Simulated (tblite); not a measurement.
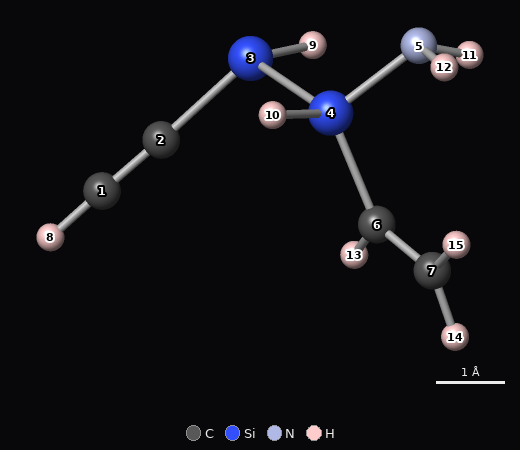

Fig. 1: The starting structure (ball-and-stick view, seen at a tilt; atoms are numbered from 1 in the order of the input).

Geometry relaxation of C₄H₈NSi₂

C₄H₈NSi₂, multiplicity 2, computed with GFN2-xTB geometry optimisation, gas phase (tblite 0.8.0).

It belongs to a series of runs on one base structure; here: H removed from Si.

Output:
```
step      E/eV     max force
  0    -512.56338    2.337
  1    -512.65609    1.542
  2    -512.68269    1.883
  3    -512.71324    1.026
  4    -512.73719    0.579
  5    -512.76304    0.521
  6    -512.79041    0.423
  7    -512.80703    0.344
  8    -512.82710    0.327
  9    -512.83825    0.290
 10    -512.84711    0.249
 11    -512.85418    0.201
 12    -512.86048    0.192
 13    -512.86637    0.248
 14    -512.87126    0.251
 15    -512.87499    0.179
 16    -512.87809    0.128
 17    -512.88096    0.174
 18    -512.88418    0.224
 19    -512.88805    0.219
 20    -512.89221    0.179
 21    -512.89617    0.145
 22    -512.89974    0.154
 23    -512.90279    0.147
 24    -512.90560    0.135
 25    -512.90857    0.160
 26    -512.91137    0.113
 27    -512.91354    0.114
 28    -512.91526    0.096
 29    -512.91701    0.125
 30    -512.91875    0.126
 31    -512.91997    0.084
 32    -512.92063    0.069
 33    -512.92107    0.048
 34    -512.92151    0.049
 35    -512.92188    0.040
 36    -512.92211    0.038
 37    -512.92226    0.029
 38    -512.92243    0.033
 39    -512.92272    0.052
 40    -512.92316    0.077
 41    -512.92381    0.089
 42    -512.92458    0.080
 43    -512.92554    0.084
 44    -512.92690    0.094
 45    -512.92876    0.109
 46    -512.93057    0.105
 47    -512.93219    0.121
 48    -512.93462    0.140
 49    -512.93653    0.225
 50    -512.93903    0.224
 51    -512.94244    0.139
 52    -512.94661    0.163
 53    -512.94885    0.173
 54    -512.95215    0.176
 55    -512.95551    0.127
 56    -512.95550    0.351
 57    -512.96060    0.135
 58    -512.96273    0.135
 59    -512.96485    0.264
 60    -512.96661    0.085
 61    -512.96791    0.072
 62    -512.97008    0.135
 63    -512.97092    0.064
 64    -512.97166    0.065
 65    -512.97339    0.103
 66    -512.97489    0.125
 67    -512.97635    0.121
 68    -512.97699    0.168
 69    -512.97768    0.136
 70    -512.97828    0.068
 71    -512.97928    0.058
 72    -512.98011    0.084
 73    -512.98081    0.079
 74    -512.98132    0.077
 75    -512.98201    0.065
 76    -512.98285    0.075
 77    -512.98362    0.081
 78    -512.98382    0.151
 79    -512.98454    0.075
 80    -512.98493    0.041
 81    -512.98556    0.042
 82    -512.98617    0.057
 83    -512.98709    0.099
 84    -512.98778    0.097
 85    -512.98839    0.084
 86    -512.98910    0.069
 87    -512.99012    0.060
 88    -512.99137    0.059
 89    -512.99237    0.073
 90    -512.99294    0.082
 91    -512.99341    0.058
 92    -512.99408    0.053
 93    -512.99503    0.084
 94    -512.99603    0.099
 95    -512.99686    0.084
 96    -512.99745    0.043
 97    -512.99790    0.045
 98    -512.99829    0.064
 99    -512.99881    0.093
100    -512.99956    0.097
101    -513.00035    0.092
102    -513.00082    0.056
103    -513.00107    0.040
104    -513.00123    0.040
105    -513.00152    0.042
106    -513.00187    0.067
107    -513.00246    0.074
108    -513.00293    0.122
109    -513.00324    0.101
110    -513.00347    0.035
111    -513.00367    0.044
112    -513.00382    0.043
113    -513.00399    0.034
114    -513.00414    0.037
115    -513.00434    0.039
116    -513.00460    0.044
117    -513.00484    0.035
118    -513.00503    0.034
119    -513.00516    0.030
120    -513.00529    0.031
121    -513.00542    0.024
122    -513.00554    0.025
123    -513.00566    0.032
124    -513.00576    0.033
125    -513.00583    0.020
126    -513.00586    0.016
127    -513.00588    0.012
128    -513.00589    0.013
129    -513.00591    0.013
130    -513.00594    0.020
131    -513.00599    0.020
132    -513.00605    0.017
133    -513.00608    0.012
134    -513.00609    0.006
```

Trajectory as extended XYZ (Å, eV, eV/Å), 7 of the 135 frames kept, from step=0 to step=134:
```
15
Properties=species:S:1:pos:R:3:forces:R:3 step=0 energy=-512.56338
C     3.8836    0.3121   -0.3898    0.4210   0.3260  -0.0010
C     2.9374   -0.4363   -0.3758   -0.4340  -0.3910  -0.1730
Si    1.5022   -1.6260   -0.3331   -0.4430   0.5790   0.0030
Si   -0.3532   -0.5947    0.6324    1.7710  -0.9310   1.2070
N    -1.7517   -1.5844    0.6144   -1.0840  -0.1580  -0.6570
C    -0.7950    0.9601   -0.2185   -0.6840   1.7400  -0.3370
C    -1.8702    1.7219    0.0109    0.4850  -0.3170  -0.1230
H     4.7106    0.9893   -0.4075   -0.4480  -0.3810   0.0390
H     1.1655   -2.0513   -1.7242    0.3600   0.0190   0.1490
H    -0.1037   -0.3299    2.0768   -0.0480  -0.0190  -0.2300
H    -2.1301   -1.5945   -0.3408    0.0150  -0.3880   0.5550
H    -2.4724   -1.1449    1.1792   -0.0500  -0.4100   0.0180
H    -0.0800    1.2783   -0.9601   -0.0240   0.3240  -0.2390
H    -2.0274    2.6338   -0.5509   -0.1560  -0.0670   0.1100
H    -2.6201    1.4743    0.7649    0.3180   0.0760  -0.3200
15
Properties=species:S:1:pos:R:3:forces:R:3 step=22 energy=-512.89974
C     3.8313    0.2623   -0.3971   -0.0190  -0.0470   0.0000
C     2.8520   -0.4451   -0.4351    0.0380  -0.0420  -0.0780
Si    1.3858   -1.5562   -0.3970    0.0400   0.0630  -0.0030
Si   -0.3585   -0.5185    0.6486   -0.0050   0.0660  -0.0390
N    -1.7070   -1.6139    0.6113   -0.0130   0.0740  -0.0240
C    -0.7249    1.1530   -0.1944   -0.0710  -0.0120  -0.0070
C    -1.8527    1.8273   -0.0211   -0.0460   0.0540   0.0010
H     4.6849    0.8809   -0.3811   -0.0670  -0.0330   0.0100
H     1.3149   -2.1877   -1.7308    0.0130   0.0450   0.0950
H    -0.1609   -0.2937    2.0893    0.0320  -0.0020  -0.0110
H    -2.1086   -1.8429   -0.2861    0.0270  -0.0100   0.0720
H    -2.4557   -1.4219    1.2597    0.0260  -0.0650  -0.0510
H    -0.0017    1.5202   -0.9206   -0.1180  -0.0290   0.0950
H    -2.1093    2.7219   -0.5747    0.1060  -0.0110   0.0480
H    -2.5941    1.5225    0.7071    0.0570  -0.0510  -0.1080
15
Properties=species:S:1:pos:R:3:forces:R:3 step=45 energy=-512.92876
C     3.8900    0.2051   -0.4512   -0.0270  -0.0340   0.0100
C     2.9016   -0.4895   -0.4992   -0.0370   0.0480  -0.0540
Si    1.3636   -1.4821   -0.4044    0.0140  -0.0310   0.0630
Si   -0.3973   -0.4668    0.6276    0.1050   0.0230   0.0150
N    -1.6736   -1.6387    0.6117    0.0390   0.0370  -0.0110
C    -0.7689    1.2360   -0.1312    0.0050  -0.0390  -0.0270
C    -1.9286    1.8710   -0.0602    0.0320  -0.0410   0.0260
H     4.7557    0.8034   -0.4307    0.0030  -0.0260  -0.0080
H     1.2799   -2.2856   -1.6293    0.0330   0.0060  -0.0400
H    -0.1282   -0.2452    2.0598   -0.0490  -0.0310   0.0190
H    -2.0512   -1.9473   -0.2690    0.0070   0.0140  -0.0320
H    -2.4247   -1.5469    1.2739   -0.0190   0.0350   0.0420
H     0.0377    1.7068   -0.6842    0.0020  -0.0010   0.0370
H    -2.0974    2.8343   -0.5153   -0.0360   0.0410  -0.0290
H    -2.7632    1.4536    0.4798   -0.0730  -0.0010  -0.0120
15
Properties=species:S:1:pos:R:3:forces:R:3 step=67 energy=-512.97635
C     4.0308    0.0531   -0.6635   -0.0030  -0.0140   0.0250
C     2.9549   -0.4931   -0.5861    0.0280   0.0390  -0.0090
Si    1.3744   -1.3824   -0.3351    0.0360  -0.0300   0.0310
Si   -0.3580   -0.3749    0.7492   -0.0500   0.0000  -0.0090
N    -1.6386   -1.5372    0.6087   -0.0010   0.0140   0.0120
C    -0.8309    1.3622    0.1600   -0.0610   0.0610   0.0850
C    -2.0474    1.7394   -0.2145    0.0580  -0.0070   0.0010
H     4.9684    0.5249   -0.7457   -0.0350   0.0050  -0.0110
H     1.2629   -2.2838   -1.4886   -0.0430   0.0040  -0.0450
H    -0.1236   -0.2931    2.2046    0.0050   0.0110  -0.0090
H    -1.9525   -1.8013   -0.3113    0.0040  -0.0020  -0.0080
H    -2.4446   -1.4081    1.1988    0.0070  -0.0200   0.0130
H    -0.0401    2.1042    0.1419    0.0110  -0.0190  -0.0390
H    -2.2784    2.7455   -0.5372    0.0150  -0.0540  -0.0060
H    -2.8818    1.0526   -0.2032    0.0290   0.0110  -0.0320
15
Properties=species:S:1:pos:R:3:forces:R:3 step=89 energy=-512.99237
C     3.9842    0.0594   -0.6774   -0.0020  -0.0260   0.0180
C     2.9169   -0.4967   -0.5727   -0.0140   0.0050  -0.0380
Si    1.3415   -1.4009   -0.3123   -0.0060   0.0520   0.0180
Si   -0.3490   -0.3699    0.8261   -0.0040   0.0040   0.0040
N    -1.6202   -1.5334    0.6441    0.0140  -0.0310   0.0230
C    -0.8125    1.3729    0.2497   -0.0340   0.0030   0.0150
C    -1.9704    1.6954   -0.3124    0.0110  -0.0450  -0.0560
H     4.9124    0.5433   -0.7866   -0.0100   0.0130   0.0050
H     1.0855   -2.1040   -1.5801    0.0370  -0.0080  -0.0350
H    -0.1266   -0.3169    2.2810    0.0200   0.0150   0.0000
H    -1.9378   -1.7627   -0.2838   -0.0330   0.0090   0.0310
H    -2.4103   -1.4773    1.2648   -0.0210   0.0090  -0.0270
H    -0.0637    2.1497    0.3529    0.0240  -0.0140   0.0200
H    -2.2064    2.6903   -0.6612    0.0270  -0.0100   0.0120
H    -2.7481    0.9588   -0.4541   -0.0100   0.0250   0.0100
15
Properties=species:S:1:pos:R:3:forces:R:3 step=112 energy=-513.00382
C     3.9134    0.1171   -0.6465    0.0430   0.0050   0.0030
C     2.8440   -0.4412   -0.5912   -0.0170  -0.0190  -0.0010
Si    1.2794   -1.3766   -0.3845    0.0000  -0.0030  -0.0040
Si   -0.3705   -0.4170    0.8722    0.0060  -0.0130  -0.0160
N    -1.6516   -1.5770    0.7442   -0.0050   0.0000  -0.0030
C    -0.7908    1.3260    0.2804    0.0210  -0.0040   0.0090
C    -1.8703    1.6675   -0.4116   -0.0020   0.0090  -0.0070
H     4.8402    0.6102   -0.7209   -0.0110   0.0150   0.0040
H     1.0194   -1.9412   -1.7203    0.0020  -0.0110  -0.0170
H    -0.0620   -0.3636    2.3094   -0.0120   0.0040   0.0030
H    -2.0096   -1.7968   -0.1713   -0.0010  -0.0030  -0.0010
H    -2.4247   -1.5050    1.3846   -0.0050   0.0150   0.0240
H    -0.0319    2.0826    0.4476   -0.0140   0.0110   0.0030
H    -2.0321    2.6643   -0.7935   -0.0060   0.0080   0.0060
H    -2.6574    0.9586   -0.6204    0.0000  -0.0140  -0.0030
15
Properties=species:S:1:pos:R:3:forces:R:3 step=134 energy=-513.00609
C     3.9001    0.1183   -0.6369   -0.0030   0.0010   0.0040
C     2.8359   -0.4521   -0.6028    0.0050  -0.0020  -0.0010
Si    1.2687   -1.3895   -0.4202    0.0000   0.0010  -0.0040
Si   -0.3620   -0.4253    0.8589    0.0030   0.0010   0.0020
N    -1.6578   -1.5732    0.7717    0.0030   0.0000   0.0010
C    -0.7949    1.3253    0.2964   -0.0040   0.0020   0.0020
C    -1.8460    1.6582   -0.4421    0.0000  -0.0020  -0.0010
H     4.8177    0.6304   -0.6936   -0.0010  -0.0010   0.0010
H     1.0120   -1.9306   -1.7671   -0.0020  -0.0020  -0.0030
H    -0.0304   -0.3668    2.2915    0.0020  -0.0050  -0.0010
H    -2.0394   -1.8057   -0.1310    0.0010   0.0010   0.0010
H    -2.4144   -1.4759    1.4290    0.0000   0.0010  -0.0020
H    -0.0774    2.1010    0.5396    0.0000   0.0060  -0.0010
H    -2.0268    2.6648   -0.7882    0.0010  -0.0020  -0.0030
H    -2.5899    0.9292   -0.7272   -0.0050   0.0010   0.0020
```

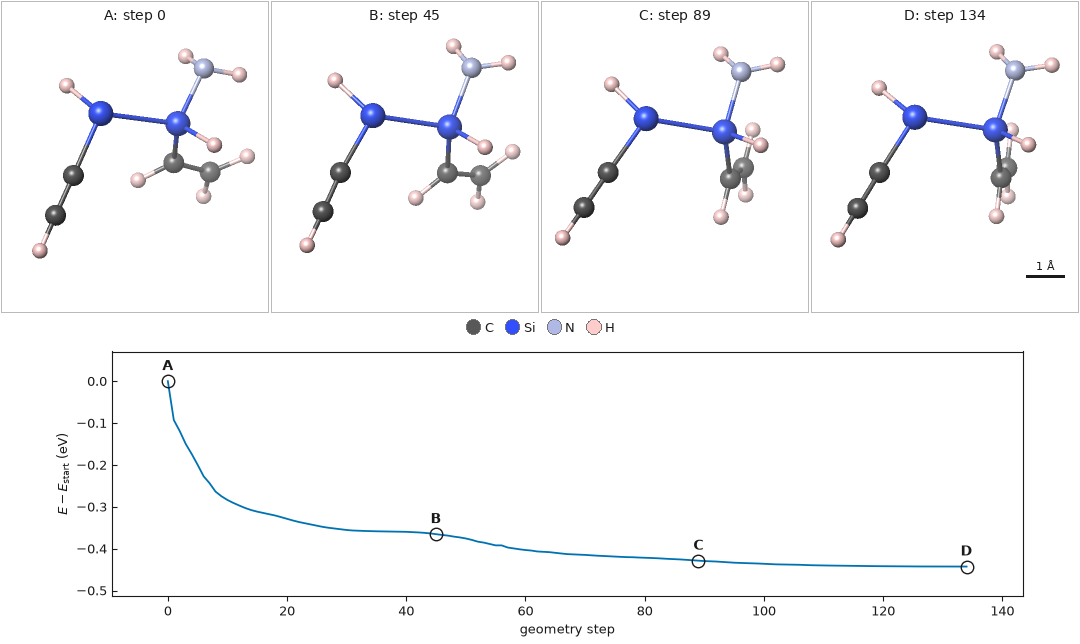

Fig. 2: Frames of the relaxation (ball-and-stick view, seen at a tilt) above the curves, on which the letters mark them (steps are counted from 0).

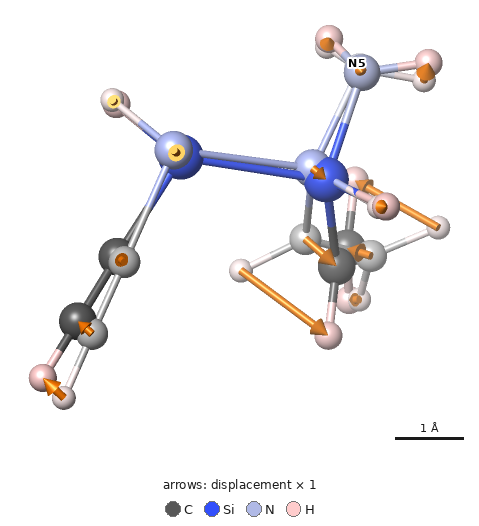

Fig. 3: Start (faint) and end (solid) with the displacements as orange arrows, at true length (ball-and-stick view, seen at a tilt). The two geometries are laid on each other by the best rigid fit. The energy falls by 0.443 eV in 134 geometry steps. Largest force component: 1.8 eV/Å at the start, 0.006 eV/Å at the end. The atom that moves furthest after the best rigid fit is H13 (1.74 Å). By element the largest moves are H 1.74 Å, C 0.64 Å, Si 0.35 Å, N 0.15 Å. Among the contacts that change: Si4–C6 1.827 → 1.889 Å, Si3–Si4 2.332 → 2.286 Å, C2–Si3 1.865 → 1.835 Å, N5–H11 1.027 → 1.007 Å. Among the angles that change: Si4–Si3–H9 109.4° → 122.8°, Si4–N5–H11 108.4° → 118.8°, Si3–Si4–N5 112.9° → 103.1°. (Atoms are counted from 1 in the order of the input.)

The run was set up as follows.

The input:
```
{"job": {"kind": "relax", "xc": "GFN2-xTB", "basis": "xTB"}, "charge": 0, "multiplicity": 2}
C      3.883600     0.312100    -0.389800
C      2.937400    -0.436300    -0.375800
Si     1.502200    -1.626000    -0.333100
Si    -0.353200    -0.594700     0.632400
N     -1.751700    -1.584400     0.614400
C     -0.795000     0.960100    -0.218500
C     -1.870200     1.721900     0.010900
H      4.710600     0.989300    -0.407500
H      1.165500    -2.051300    -1.724200
H     -0.103700    -0.329900     2.076800
H     -2.130100    -1.594500    -0.340800
H     -2.472400    -1.144900     1.179200
H     -0.080000     1.278300    -0.960100
H     -2.027400     2.633800    -0.550900
H     -2.620100     1.474300     0.764900
```

The first line tells a small driver script what to run in tblite; the rest is the geometry in Å.

Command:
```bash
OMP_NUM_THREADS=1 python <driver script> task.json out
```

Summary:

- outcome: converged
- total energy: −513.0061 eV
- hardware: 1 CPU thread, shared host
- wall time: 0.87 s
- peak memory: 0.18 GiB
